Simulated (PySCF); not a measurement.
## Electronic structure of C₃H₉AlF₃N in real space

Input file:

```
{"job": {"kind": "uv", "xc": "CAM-B3LYP", "basis": "def2-SVPD", "nstates": 8, "ntriplets": 3}, "charge": 0, "multiplicity": 1}
C     -1.154001    -0.932857     1.104097
C     -0.794048     0.346707     0.331699
Al     0.893295     0.002749    -0.829904
N      2.337586     0.463424     0.532550
C     -1.557710     0.384695    -0.946292
F     -0.920477    -0.438978    -1.870105
F     -2.834597    -0.034518    -0.954472
F     -1.559366     1.589916    -1.524036
H     -2.230407    -1.044583     1.235776
H     -0.686889    -0.912474     2.086409
H     -0.781139    -1.806734     0.563916
H     -1.112200     1.221462     0.908058
H      1.253987    -1.510594    -0.966527
H      1.269512     1.081810    -1.886487
H      3.193969     0.223815     0.043300
H      2.371892     1.453344     0.766930
H      2.303594    -0.075155     1.395179
```

Command:

```sh
OMP_NUM_THREADS=1 python probes_run.py task.json out
```

Geometry: GFN2-xTB.

Theory: PySCF 2.14.0, CAM-B3LYP/def2-SVPD, SCF density, gas phase.

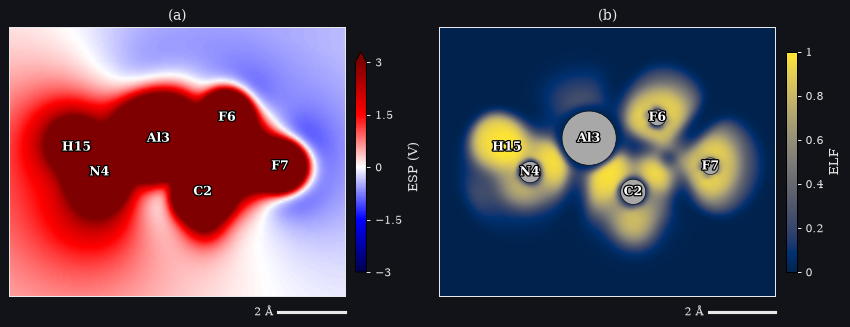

Figure 1. (a) molecular electrostatic potential; (b) electron localisation function on the plane of atoms C2, Al3 and F6. Grey discs cover the atomic cores in the ELF map.

Question: What does the map show?

Answer:
- Atoms in the plane: C, Al, N, F and H.
- Al–N (2.04 Å): the ELF peaks at about 0.95 in the valence shell of N, 0.7 Å from its nucleus, and is about 0.75 at the midpoint.
- C–Al (2.08 Å): the ELF peaks at about 0.95 between the atoms; a polar covalent bond.
- Al–F (2.14 Å): the ELF is about 0.20 at the midpoint.
- N–H (1.01 Å): the ELF climbs to about 1 towards the hydrogen, as it does in any bond to H; an ordinary covalent bond to hydrogen.
- The ELF also peaks beside F7 and F6, away from the bonds: lone-pair regions.
- Outside the dense part of the molecule the potential is most negative (−0.9 V) near F7.

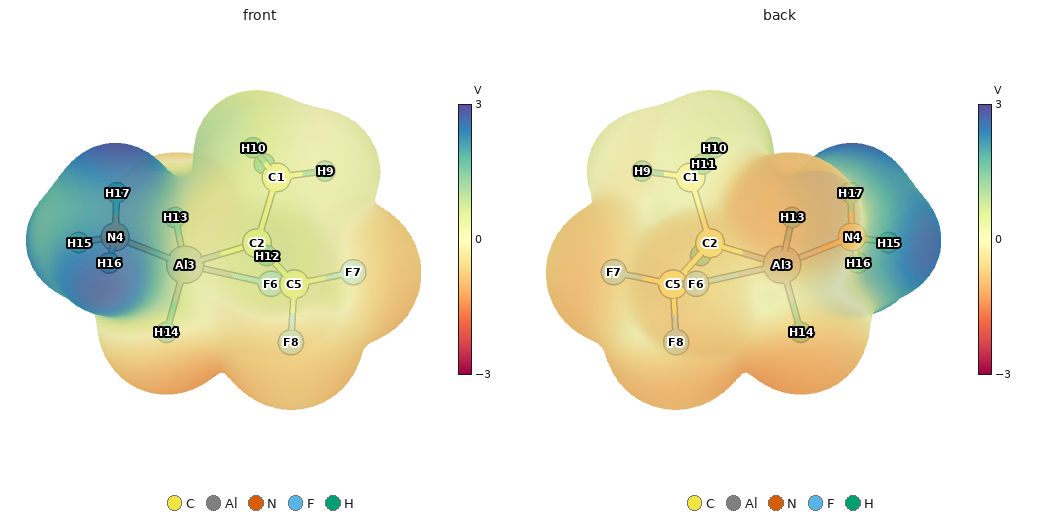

Figure 2. The electrostatic potential painted on the density surface at 0.002 e/bohr³, seen from the front and from behind; red is negative and blue positive.

Question: Describe the electrostatic potential map.

Answer: The most negative region (about −1.2 V) lies over H14, the most positive (about +2.8 V) over H16 and H17.

Question: What dipole moment does the calculation give?

Answer: Its dipole moment is 6.51 D.
